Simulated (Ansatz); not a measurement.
SnH₄O₂: several calculations on one system

Part 1: Relaxation

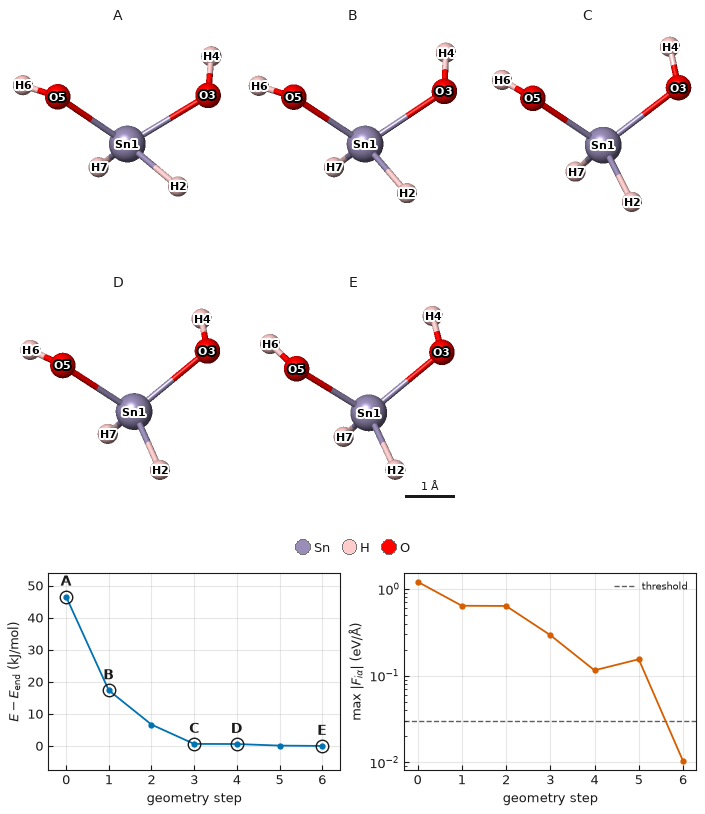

Frames of a relaxation of SnH$_{4}$O$_{2}$, marked on the history of the run. A ball-and-stick model, seen face on.

The run prepares an end point of a later path (reaction) calculation, from a guessed geometry.

These are results of RKS PBE0-D4/def2-SVP in Ansatz, not measurements. Set-up: no spin polarisation; force threshold 0.03 eV/Å; at most 50 steps.

> What happens along the run?

The energy falls by 46.6 kJ/mol in 6 geometry steps. Largest force component: 1.2 eV/Å at the start, 0.01 eV/Å at the end. The atom that moves furthest after the best rigid fit is H2 (0.51 Å). By element the largest moves are H 0.51 Å, O 0.23 Å, Sn 0.15 Å. Among the contacts that change: Sn1–O3 1.961 → 1.983 Å, Sn1–H2 1.711 → 1.697 Å, Sn1–H7 1.714 → 1.718 Å, Sn1–O5 1.980 → 1.984 Å. Bond angles that change, for instance: H2–Sn1–O3 75.6° → 104.5°, H2–Sn1–O5 115.4° → 105.8°, H2–Sn1–H7 127.0° → 118.5°. From step 0 to 1: H2 moves most (0.20 Å), energy −29.2 kJ/mol. From step 1 to 3: H2 moves most (0.28 Å), energy −16.7 kJ/mol. From step 3 to 4: H4 moves most (0.19 Å), energy −0.03 kJ/mol. From step 4 to 6: H6 moves most (0.16 Å), energy −0.60 kJ/mol.

```tsv
step	E − E(0), kJ/mol	largest force component, eV/Å
0	0.00	1.2147
1	-29.23	0.6416
2	-39.90	0.6382
3	-45.94	0.2943
4	-45.97	0.1155
5	-46.47	0.1549
6	-46.57	0.0104
```

Part 2: Relaxation

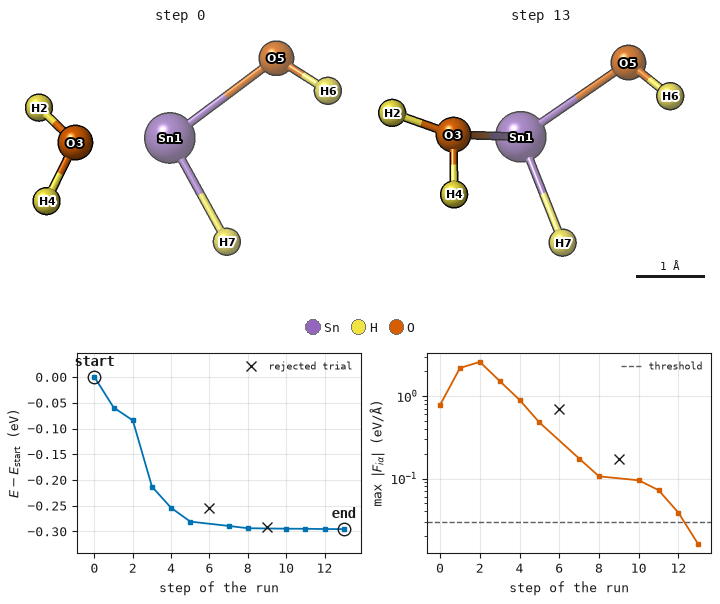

First and last geometry of a relaxation of SnH4O2, with the history of the run. Style: ball-and-stick. Shown at a tilt.

The run prepares an end point of a later path (reaction) calculation, from a guessed geometry.

These are results of RKS PBE0-D4/def2-SVP in Ansatz 0.2.0, not measurements.

Input
```yaml
crystal:
  periodic: [false, false, false]
  atoms:
    - { symbol: Sn, position_ang: [-0.946715, -0.187957, 0.547191] }
    - { symbol: H, position_ang: [1.81005, 0.110456, 1.543808] }
    - { symbol: O, position_ang: [2.191519, -0.031032, 0.649474] }
    - { symbol: H, position_ang: [2.44483, -0.96228, 0.661958] }
    - { symbol: O, position_ang: [-1.393998, 1.493127, -0.440903] }
    - { symbol: H, position_ang: [-1.373293, 1.387282, -1.39879] }
    - { symbol: H, position_ang: [-0.816093, -1.213495, -0.924738] }
basis:
  gaussian: { orbitals: def2-SVP }
hamiltonian:
  xc: pbe0
  dispersion: d4
relax:
  f_tol: 0.03
  max_steps: 50
```

Run as
```bash
ansatz run input.yaml --threads 1 --pin off --max-ram 2048MiB --backend cpu --events-out ev --progress --plain --runs-dir out
```

**What do the curves and the structures tell?**

It converged. The energy falls by 0.295 eV in 11 accepted moves (13 points after the start). The largest force component goes from 0.78 to 0.016 eV/Å. The line search rejected the trial steps at points 6, 9 of the run. The atom that moves furthest after the best rigid fit is H4 (0.74 Å). By element the largest moves are H 0.74 Å, O 0.66 Å, Sn 0.14 Å. Near-neighbour distances that change, for instance: Sn1–O3 3.144 → 2.481 Å, H2–O3 0.983 → 0.965 Å, Sn1–H7 1.799 → 1.814 Å, Sn1–O5 2.001 → 2.011 Å. New bonds form, among them: Sn1–O3 (3.14 → 2.48 Å). Bond angles that change, for instance: H2–O3–H4 103.2° → 106.3°. The run took 71 s on 1 thread of Arm Neoverse N1, with other jobs on the host, peak memory 0.14 GiB.

Limits of the set-up: the start holds two separate molecules, 2.9 Å apart at their closest, whose relative position is a soft coordinate.

Part 3: Path

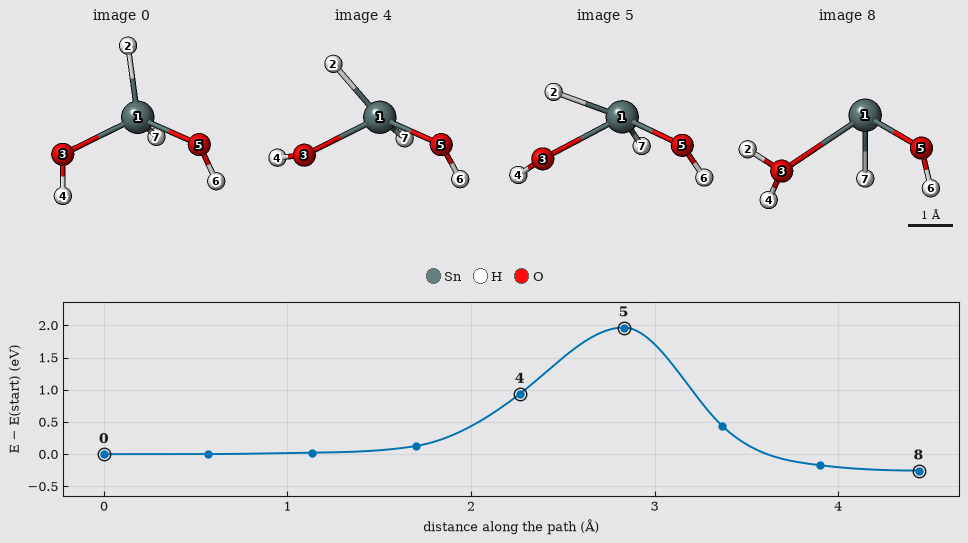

A search for the minimum-energy path of SnH₄O₂ by the nudged elastic band. Images are numbered from 0 (start) to 8 (end). A ball-and-stick model, seen from a free direction.

The calculation used RKS PBE0-D4/def2-SVP in Ansatz. Settings: 7 movable images; climbing image; force threshold 0.05 eV/Å; iteration limit 60; starting path through a guess of the saddle point.

> Read off the barrier and say what moves.

The highest point, image 5, lies 1.97 eV above the start and 2.22 eV above the end; the end is at −0.25 eV relative to the start. A hydrogen atom shifts from one atom to another. Breaking: Sn1–H2 (1.70 → 1.76 at the top → 3.04 Å). Forming: H2–O3 (2.92 → 1.56 at the top → 0.96 Å). The band is converged. At the top, the vibrational analysis gives one imaginary mode (1279i cm⁻¹), as a transition state must have.
